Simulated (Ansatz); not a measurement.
A series of calculations on MgBH2I

## 1. Relaxation

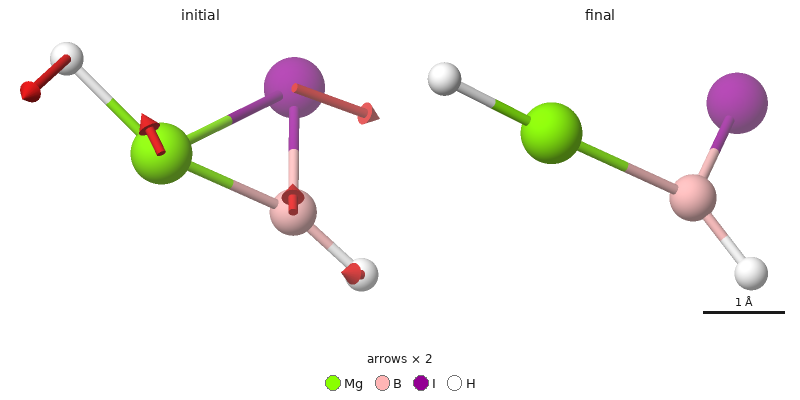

The structure of MgBH₂I before (left) and after (right) a relaxation, at one scale. The red arrows give the displacements, 2 times their true length.

Style: ball-and-stick. Shown from a free direction.

Theory: RKS PBE0-D4/def2-TZVP in Ansatz 0.2.0. Set-up: force threshold 0.005 eV/Å; at most 200 steps.

Question: Summarise the run.

Answer: The energy falls by 22.0 kJ/mol in 8 geometry steps. Largest force component: 0.74 eV/Å at the start, 0.0038 eV/Å at the end. The largest move after the best rigid fit is that of the I atom, 0.69 Å. Largest moves by element: I 0.69 Å, H 0.66 Å, Mg 0.30 Å, B 0.25 Å. Near-neighbour distances that change, for instance: I–Mg 3.179 → 3.707 Å, B–Mg 2.111 → 2.263 Å, H–Mg 1.680 → 1.707 Å, B–H 1.176 → 1.197 Å. Bond angles that change, for instance: B–Mg–H 147.4° → 177.0°, Mg–B–I 96.6° → 114.4°, Mg–B–H 152.8° → 135.7°.

## 2. Relaxation

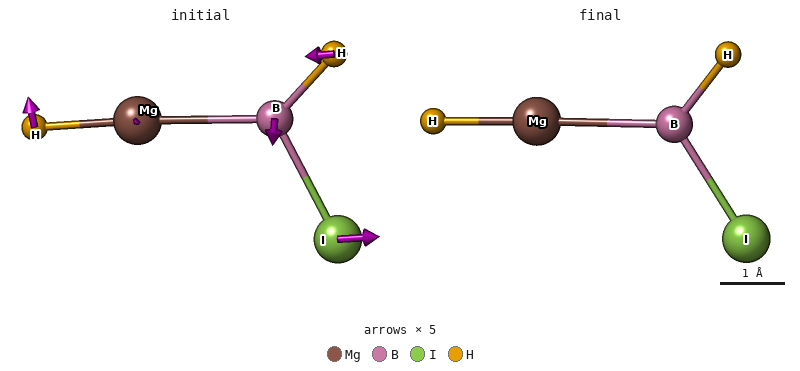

The structure of MgBH2I before (left) and after (right) a constrained relaxation, at one scale. The purple arrows give the displacements, magnified 5 times.

Style: ball-and-stick. Shown at a tilt.

Computed with Ansatz, RKS PBE0-D4/def2-TZVP. Settings: held fixed: the distance between atoms 2 (B) and 5 (H), counting from 1; force threshold 0.005 eV/Å; at most 200 steps.

Describe what moved and what it gained.

Answer. Over 4 accepted moves (5 points after the start) the energy falls by 0.67 kJ/mol. Largest force component: 0.066 eV/Å at the start, 0.0023 eV/Å at the end. The line search rejected the trial step at point 2 of the run. The largest move after the best rigid fit is that of the I atom, 0.14 Å. Largest moves by element: I 0.14 Å, H 0.10 Å, B 0.09 Å, Mg 0.02 Å. Some distances before and after: B–I 2.146 → 2.131 Å. Among the angles between lasting bonds that change: Mg–B–I 114.4° → 121.2°, Mg–B–H 135.7° → 129.3°.

## 3. Scan

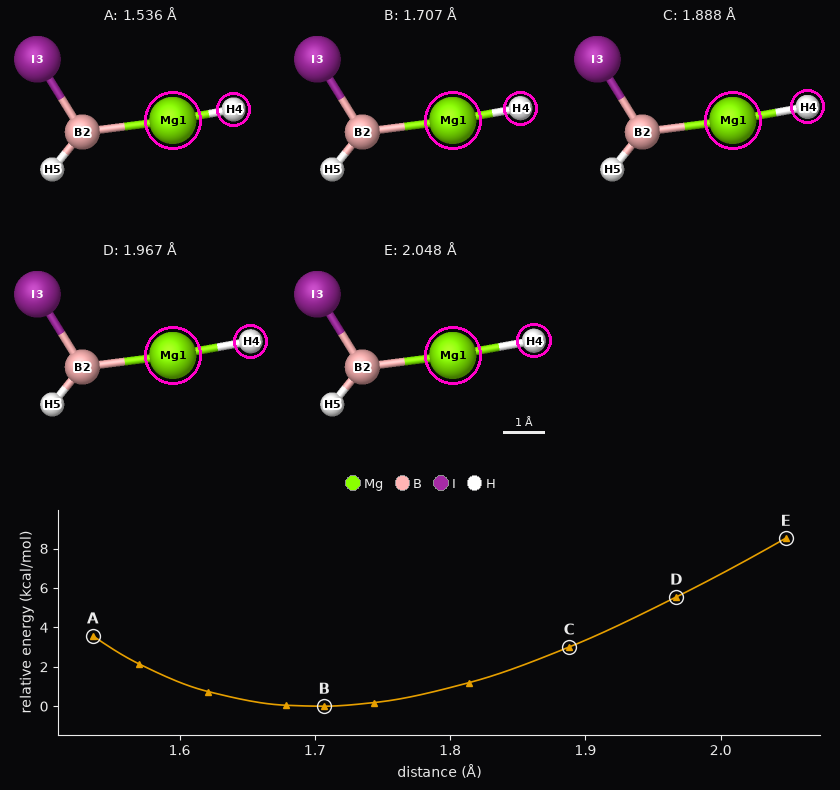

A scan of MgBH$_{2}$I: the Mg1–H4 distance is varied, with the rest of the molecule carried along rigidly. The lettered frames are marked on the plot. A ball-and-stick model, seen face on. The ringed atoms are those of the scanned coordinate.

Single-point energies from Ansatz with B3LYP-D4 in the def2-TZVPP basis, on geometries moved rigidly from the minimum at PBE0-D4/def2-TZVP. Elements past krypton carry the basis set's effective core potentials. Energies are counted from the PBE0-D4/def2-TZVP minimum geometry at the same level.

### Describe the profile.

Of the computed points the lowest is at the distance 1.707 Å, 0.0 kcal/mol. The curvature at the lowest point is about 9.2 eV/Å² (1.5 mdyn/Å). The well is steeper on the short side, as for any bond.

## 4. Scan

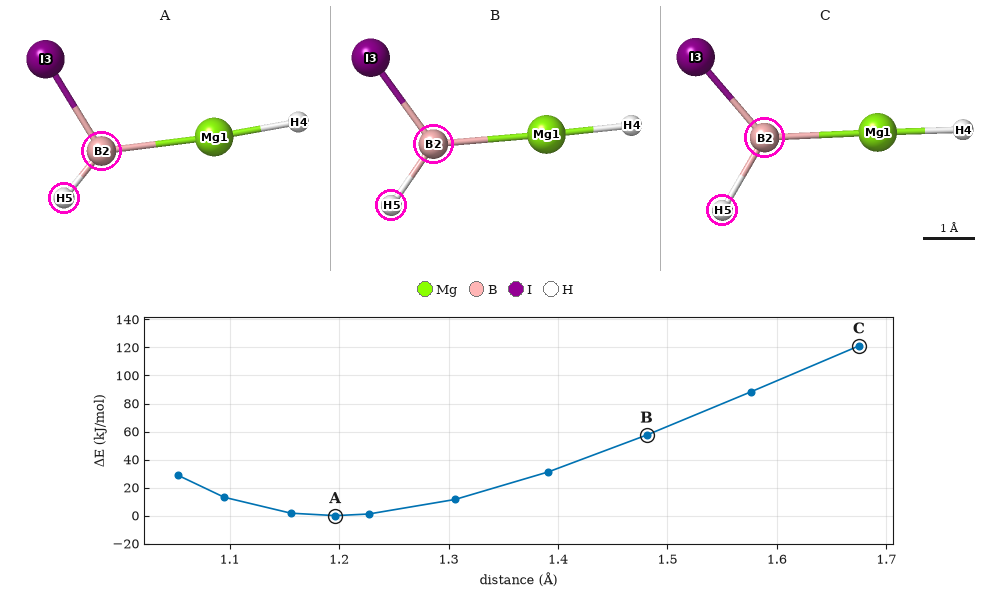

MgBH₂I: the B2–H5 distance is varied, with all other coordinates relaxed. The lettered frames are marked on the plot. Style: ball-and-stick. Shown face on. The ringed atoms are those of the scanned coordinate.

Single-point energies from Ansatz with CCSD(T) in the def2-TZVPP basis, on geometries relaxed under the constraint at PBE0-D4/def2-TZVP. Coupled cluster with a frozen core. Elements past krypton carry the basis set's effective core potentials. Energies are counted from the PBE0-D4/def2-TZVP minimum geometry at the same level.

> Describe the profile.

The lowest computed point lies at the distance 1.197 Å (0.0 kJ/mol). The end points stand at 28.7 kJ/mol (1.053 Å) and 121.1 kJ/mol (1.675 Å). The curvature at the lowest point is about 23 eV/Å² (3.7 mdyn/Å). The well is steeper on the short side, as for any bond.

The computed points:

| distance (Å) | ΔE (kJ/mol) |
| --- | --- |
| 1.053 | 28.7 |
| 1.095 | 13.1 |
| 1.156 | 1.7 |
| 1.197 | 0.0 |
| 1.227 | 1.1 |
| 1.306 | 11.5 |
| 1.391 | 31.1 |
| 1.481 | 57.5 |
| 1.576 | 88.3 |
| 1.675 | 121.1 |
